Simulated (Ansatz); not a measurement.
ZrO2 (fluorite), conventional cell a = b = c = 5.116 Å, α = β = γ = 90.00°. The calculation uses the primitive cell of 3 atoms, to which meshes and values per cell refer.

Grid over V/V₀ and (c/a)/(c/a)₀, subscript 0 meaning the relaxed cell; the conventional c axis lies along z; no internal relaxation.

All values below come from PBE (plane waves to 420 eV, PAW, scalar-relativistic; Ansatz, a first-principles code). k mesh 11×11×11 (Γ-centred), Fermi-Dirac smearing 0.05 eV. Energies are smeared free energies. Compression counts positive. This is a high-temperature form of ZrO2. ZrO2 is run without spin polarisation. ZrO2 was relaxed with its symmetry unable to fall. The zero of ΔE is the relaxed starting cell.

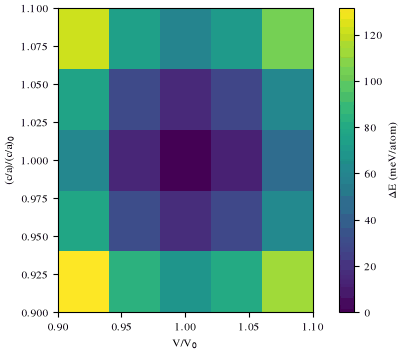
Fig. 1. ΔE (meV/atom) over the 5×5 grid of computed points.

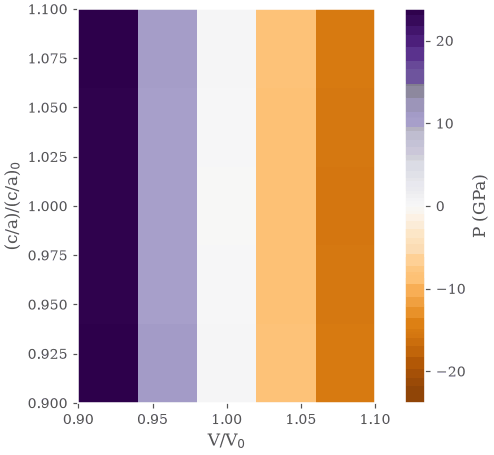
*P (GPa) over the 5×5 grid of computed points.*

The shear modulus C′ = (C11 − C12)/2 (fit, atoms clamped) is 214 GPa. Lowest place on the grid: V/V₀ = 1.000, (c/a)/(c/a)₀ = 1.000 (0.0 meV/atom). Highest place on the grid: V/V₀ = 0.920, (c/a)/(c/a)₀ = 0.920 (131.5 meV/atom).

Near the relaxed cell σzz − σxx = −2Cδ (compression positive), C being this modulus and δ the logarithm of the ratio.

(A scan under strain: stresses follow from slopes of the energy per volume, elastic moduli from its curvatures.)
